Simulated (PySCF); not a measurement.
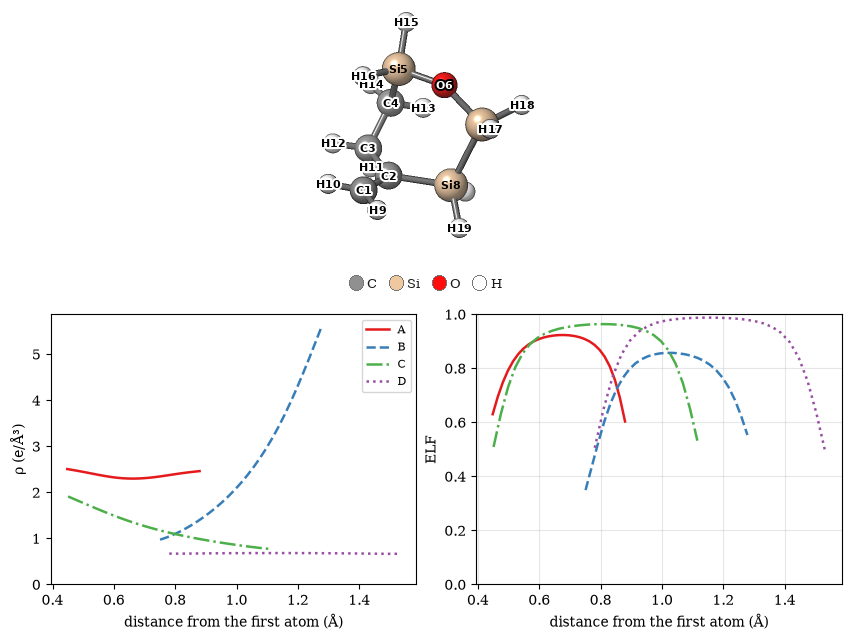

*C4H12OSi3 (SMILES C=C1CC[SiH2]O[SiH2][SiH2]1). Electron density and electron localisation function along straight lines between neighbouring atoms. The curves leave out the atomic cores. The structure is drawn too.*

Geometry: GFN2-xTB.

The calculation used PBE0/pcSseg-1, SCF density, gas phase, non-relativistic in PySCF 2.14.0.

```xyz
20

C    -1.4257   -0.7812    1.6838
C    -0.9291   -0.8481    0.4546
C    -1.5867   -0.1011   -0.6719
C    -0.6427    0.8646   -1.4002
Si    0.3677    2.0188   -0.2685
O     1.6923    1.2219    0.2267
Si    2.3944   -0.2474    0.3820
Si    0.6872   -1.7859    0.1218
H    -0.9754   -1.3095    2.5084
H    -2.3130   -0.2116    1.9217
H    -1.9733   -0.8302   -1.3931
H    -2.4409    0.4607   -0.2827
H     0.0572    0.2843   -2.0076
H    -1.2390    1.4538   -2.0990
H     0.8824    3.1635   -1.0180
H    -0.3678    2.4005    0.9346
H     3.0263   -0.1708    1.7019
H     3.4460   -0.2647   -0.6429
H     0.7494   -2.9137    1.0651
H     0.5855   -2.3930   -1.2197
```

Which curve belongs to which contact (C–C, C–Si, Si–O and Si–Si)? The first atom named is at distance zero.

Curve A: C–C (1.33 Å): ρ at the midpoint is about 2.3 e/Å³; the ELF peaks at about 0.90 between the atoms; a short, multiple covalent bond. Curve B: Si–O (1.62 Å): the density is about 1.1 e/Å³ at the midpoint; the ELF peaks at about 0.85 between the atoms: a short, strongly polar bond. Curve C: C–Si (1.90 Å): ρ at the midpoint is about 0.91 e/Å³; the ELF peaks at about 0.95 between the atoms; localised, covalent bonding. Curve D: Si–Si (2.31 Å): the density is about 0.68 e/Å³ at the midpoint; the ELF peaks at about 1 between the atoms: a shared electron pair.
